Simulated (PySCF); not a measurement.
# Run report: C3H5F3NSi (charge +1), NMR shielding calculation

C3H5F3NSi, charge +1, SMILES FC(F)(F)CC#[N+][SiH3], computed with GIAO PBE0/pcSseg-1 NMR shielding, non-relativistic, IEF-PCM acetonitrile (PySCF 2.14.0).

The geometry comes from this level: GFN2-xTB. Figures and captions count atoms from 1; the log counts them from 0 in places.

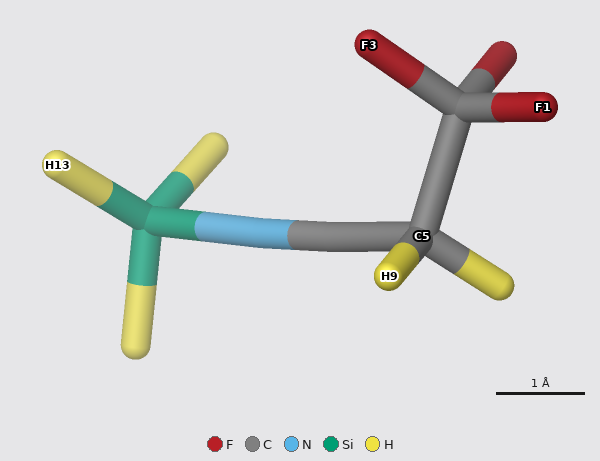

The input geometry (stick view, seen at a tilt; atoms are numbered from 1 in the order of the input). Bond lengths as drawn: C–C 1.41 to 1.56 Å, C–F 1.32 to 1.33 Å, C–H 1.10 Å, C–N 1.15 Å, H–Si 1.46 Å and N–Si 1.84 Å.

### Input file
```
{"job": {"kind": "nmr", "xc": "PBE0", "basis": "pcSseg-1", "pop": false, "solvent": "acetonitrile"}, "charge": 1, "multiplicity": 1}
F     -3.396950     0.015094     0.448245
C     -2.123187     0.351037     0.375898
F     -1.995205     1.367377    -0.470885
F     -1.720250     0.762587     1.573844
C     -1.275375    -0.867002    -0.098243
C      0.089529    -0.511770    -0.171945
N      1.186071    -0.175795    -0.214266
Si     2.921934     0.433290    -0.257796
H     -1.645312    -1.183050    -1.083093
H     -1.420861    -1.687323     0.617688
H      2.988188     0.977577     1.090319
H      3.579743    -0.841121    -0.508818
H      2.794123     1.361044    -1.371859
```

The first line tells a small driver script what to run in PySCF; the rest is the geometry in Å.

Hardware: 1 CPU thread, shared host.

Launch command:
```bash
OMP_NUM_THREADS=1 python <driver script> task.json out
```

### The program's output
```
coarse grid: 12304 points
cycle   1  E = -760.0511916144  dE =  1.399e+00  |g| = 9.061e-01  |ddm| = 3.215e+00
cycle   2  E = -759.8811177737  dE =  1.701e-01  |g| = 1.404e+00  |ddm| = 1.117e+00
cycle   3  E = -760.1895760032  dE = -3.085e-01  |g| = 1.909e-01  |ddm| = 6.844e-01
cycle   4  E = -760.1957717316  dE = -6.196e-03  |g| = 8.660e-02  |ddm| = 1.405e-01
cycle   5  E = -760.1972493379  dE = -1.478e-03  |g| = 1.418e-02  |ddm| = 4.556e-02
cycle   6  E = -760.1972822346  dE = -3.290e-05  |g| = 2.641e-03  |ddm| = 1.101e-02
cycle   7  E = -760.1972837680  dE = -1.533e-06  |g| = 5.788e-04  |ddm| = 2.292e-03
final grid: 118216 points
cycle   8  E = -760.2602511994  dE = -3.626e-05  |g| = 5.689e-03  |ddm| = 2.191e-02
cycle   9  E = -760.2602487220  dE =  2.477e-06  |g| = 7.185e-03  |ddm| = 7.533e-03
cycle  10  E = -760.2602577597  dE = -9.038e-06  |g| = 9.006e-04  |ddm| = 3.908e-03
cycle  11  E = -760.2602578714  dE = -1.117e-07  |g| = 4.194e-04  |ddm| = 6.334e-04
cycle  12  E = -760.2602579025  dE = -3.107e-08  |g| = 1.513e-04  |ddm| = 2.639e-04
cycle  13  E = -760.2602579070  dE = -4.581e-09  |g| = 2.236e-05  |ddm| = 8.595e-05
cycle  14  E = -760.2602579071  dE = -9.891e-11  |g| = 4.419e-06  |ddm| = 1.726e-05
```

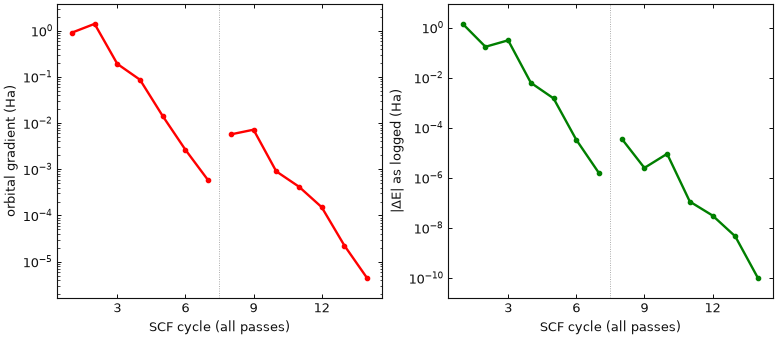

Convergence of the self-consistent field: orbital gradient and size of the energy change against the SCF cycle. The dotted line marks the change from a coarse to the final integration grid. The first 7 cycles use a coarse grid, the final grid takes over at cycle 8, and the field converges after 14 cycles in all.

```
converged SCF energy = -760.2602579071

GIAO shielding tensors (ppm)
atom      isotropic    diamagn.    paramagn.     s11        s22        s33       span
  0 F      247.698     466.758    -219.061    178.729    238.548    325.815    147.086
  1 C       56.798     243.421    -186.623     51.294     59.341     59.758      8.465
  2 F      246.083     476.078    -229.995    171.473    238.795    327.981    156.507
  3 F      246.031     476.161    -230.130    171.373    238.681    328.038    156.665
  4 C      159.259     250.657     -91.398    142.056    154.438    181.283     39.228
  5 C       52.124     270.088    -217.964    -56.334    -52.760    265.465    321.799
  6 N       73.098     338.431    -265.333    -55.914    -42.673    317.881    373.795
  7 Si     388.601     879.365    -490.763    373.230    376.278    416.296     43.066
  8 H       27.137      25.940       1.197     22.744     25.819     32.847     10.103
  9 H       27.131      25.976       1.155     22.737     25.825     32.832     10.095
 10 H       26.348      28.693      -2.346     22.610     25.630     30.803      8.193
 11 H       26.421      27.669      -1.248     22.742     25.202     31.319      8.577
 12 H       26.362      28.522      -2.160     22.649     25.527     30.910      8.261
```

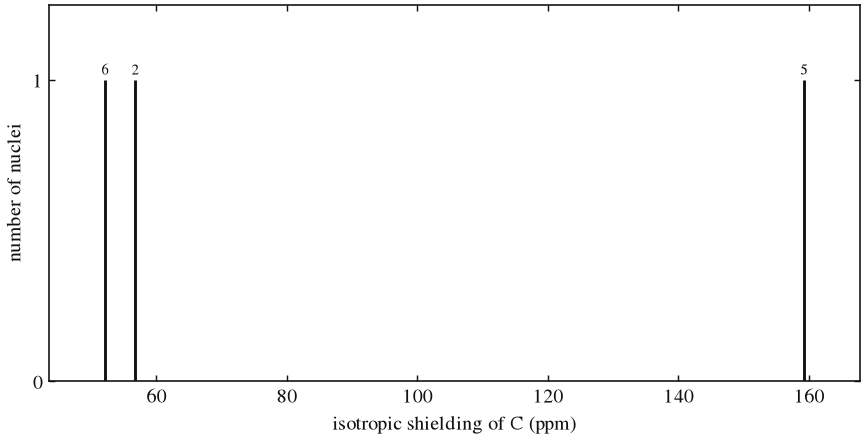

Isotropic shieldings of the carbon nuclei in this fixed geometry, labelled by atom number; shielding grows to the right, so chemical shift grows to the left. The least shielded is C6 (52.1 ppm), the most shielded C5 (159.3 ppm).

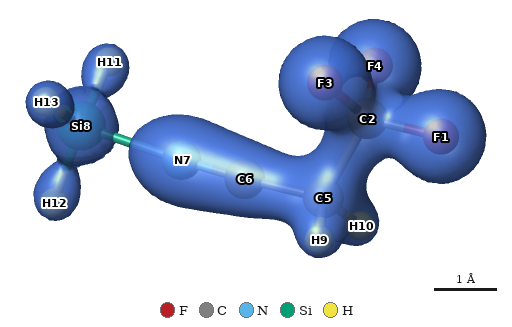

Isosurface of the electron density at 0.8 e/Å³ (blue), seen at a tilt. At this value the surface falls into two separate pieces. It is pinched off along the Si–N (1.84 Å) contacts. On the grid the lowest density along these lines, outside the cores, is 3.2 e/Å³ (C–N, 1.15 Å), 2 e/Å³ (C–F, 1.32 Å), 1.9 e/Å³ (C–C, 1.41 Å) and 0.59 e/Å³ (Si–N, 1.84 Å).

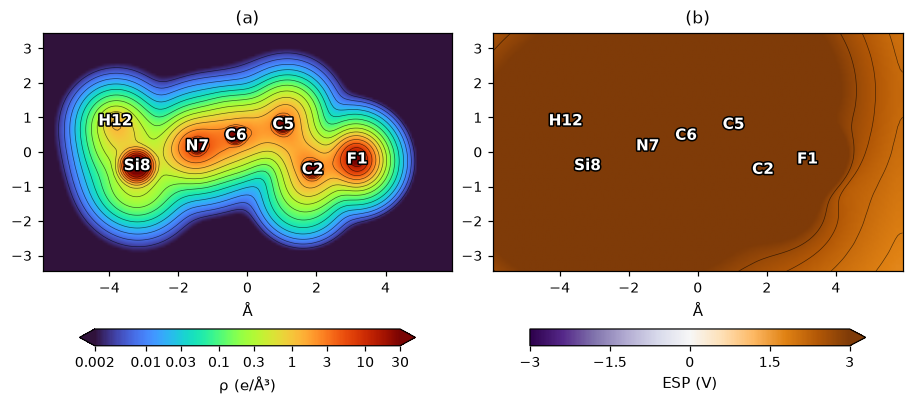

(a) total electron density; (b) electrostatic potential on the plane of atoms F1, C2 and C5. The plane passes through F, C, N, Si and H nuclei. C–N (1.15 Å): ρ at the midpoint is about 3.5 e/Å³. C–F (1.32 Å): ρ at the midpoint is about 2.5 e/Å³. C–C (1.41 Å): ρ at the midpoint is about 1.9 e/Å³. Si–N (1.84 Å): ρ is about 0.77 e/Å³ halfway. The potential has no marked negative region in this plane.

### Summary

- outcome: converged
- total energy: −760.260258 hartree
- HOMO: −10.81 eV
- LUMO: −2.04 eV
- isotropic shielding, F: 246.0 to 247.7 ppm
- isotropic shielding, C: 52.1 to 159.3 ppm
- isotropic shielding, N: 73.1 ppm
- isotropic shielding, Si: 388.6 ppm
- isotropic shielding, H: 26.3 to 27.1 ppm
- wall time: 39 s
- peak memory: 0.8 GiB
